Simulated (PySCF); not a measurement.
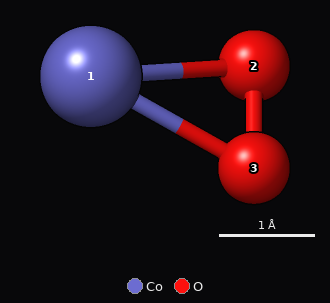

Figure 1. The input geometry (ball-and-stick view, seen at a tilt; atoms are numbered from 1 in the order of the input). Sticks mark near contacts. Bond lengths as drawn: Co–O 1.99 Å and O–O 1.30 Å.

**Run report: CoO2, frequency calculation**

The run: frequency calculation of CoO2, multiplicity 6. Method and program: UKS-based PBE0, Co def2-TZVP, O def2-TZVP; non-relativistic Hamiltonian; density fitting (PySCF 2.14.0).

The program's output
```
init E= -1532.75600769713
  alpha nocc = 24  HOMO = -0.208840634294738  LUMO = 0.0793292319073409
  beta  nocc = 19  HOMO = -0.291274394656867  LUMO = -0.111425409990065
  HOMO = -0.208840634295  LUMO = -0.11142540999  gap/eV = 2.65080
cycle= 1 E= -1532.75600769713  delta_E= -7.5e-12  |g|= 1.22e-05  |ddm|= 1.04e-05
  alpha nocc = 24  HOMO = -0.208839023091194  LUMO = 0.0793305487690117
  beta  nocc = 19  HOMO = -0.291274268785366  LUMO = -0.111427506187631
  HOMO = -0.208839023091  LUMO = -0.111427506188  gap/eV = 2.65070
cycle= 2 E= -1532.75600769695  delta_E= 1.83e-10  |g|= 3.29e-05  |ddm|= 2.06e-05
  alpha nocc = 24  HOMO = -0.208840118574884  LUMO = 0.0793296063613351
  beta  nocc = 19  HOMO = -0.291274602218493  LUMO = -0.111426211810409
  HOMO = -0.208840118575  LUMO = -0.11142621181  gap/eV = 2.65077
cycle= 3 E= -1532.7560076972  delta_E= -2.54e-10  |g|= 2.25e-06  |ddm|= 1.46e-05
  alpha nocc = 24  HOMO = -0.208839769601582  LUMO = 0.0793298306421885
  beta  nocc = 19  HOMO = -0.29127479089654  LUMO = -0.111426386664386
  HOMO = -0.208839769602  LUMO = -0.111426386664  gap/eV = 2.65075
cycle= 4 E= -1532.75600769728  delta_E= -7.53e-11  |g|= 1.91e-06  |ddm|= 2.03e-05
  alpha nocc = 24  HOMO = -0.208839639821939  LUMO = 0.0793298907836015
  beta  nocc = 19  HOMO = -0.291275399952534  LUMO = -0.111427238140765
  HOMO = -0.208839639822  LUMO = -0.111427238141  gap/eV = 2.65073
Extra cycle  E= -1532.75600769728  delta_E= -4.77e-12  |g|= 2.79e-06  |ddm|= 4.21e-06
converged SCF energy = -1532.75600769728  <S^2> = 8.7618038  2S+1 = 6.0039333
```

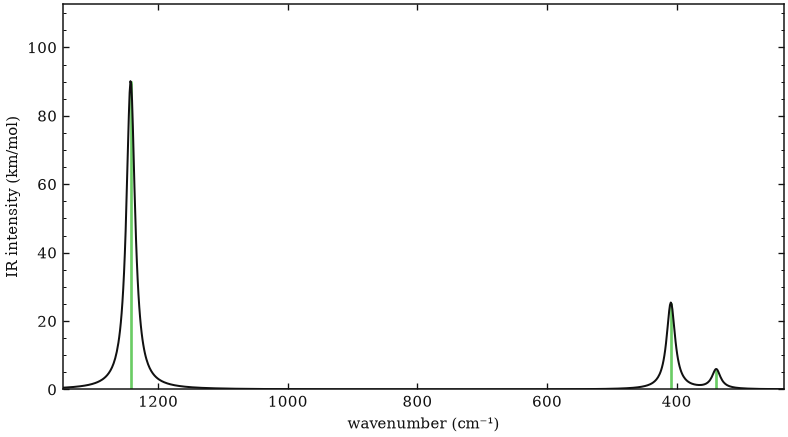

Figure 2. Harmonic infrared spectrum, unscaled: sticks (degenerate modes added up, dark ones marked on the axis) with a Lorentzian envelope of 16 cm⁻¹ full width, scaled to the tallest stick. 3 modes from 339 to 1242 cm⁻¹, none imaginary. The strongest line is at 1242 cm⁻¹ (90 km/mol). All modes, in cm⁻¹ (km/mol): 339 (5.7), 409 (25), 1242 (90).

This output came from the following input.

The input
```python
from pyscf import gto, scf, dft
mol = gto.M(atom='''
Co     0.000000     0.000000    -0.660544
O      0.649902     0.000000     1.216938
O     -0.649902     0.000000     1.216938''',
    basis={'Co': 'def2-TZVP', 'O': 'def2-TZVP'},
    charge=0, spin=5)
mf = dft.UKS(mol, xc='PBE0')
mf.grids.atom_grid = (75, 302)
aux = {'Co': 'def2-universal-JKFIT', 'O': 'def2-universal-JKFIT'}
mf = mf.density_fit(auxbasis=aux)
mf.conv_tol = 1e-09
mf.diis_space = 10
mf.max_cycle = 60
mf.verbose = 4
mf.kernel()
```

The script is an equivalent of the set-up of the self-consistent field. The run itself was carried out by a driver, which started from the orbitals of the step before it where there was one and computed the further properties.

Run as:
```bash
OMP_NUM_THREADS=4 python axn.py task.json out
```

Results in brief

- outcome: converged
- total energy: −1532.756008 hartree
- ⟨S²⟩: 8.762
- zero-point energy: 0.004535 hartree
- dipole moment: 1.43 D
- wavenumbers, lowest and highest: 339 and 1242 cm⁻¹
- hardware: 4 threads of Arm Neoverse V1, 24 GiB of memory available, shared host
- wall time: 38 s (CPU time 98 s)
- peak memory: 0.98 GiB
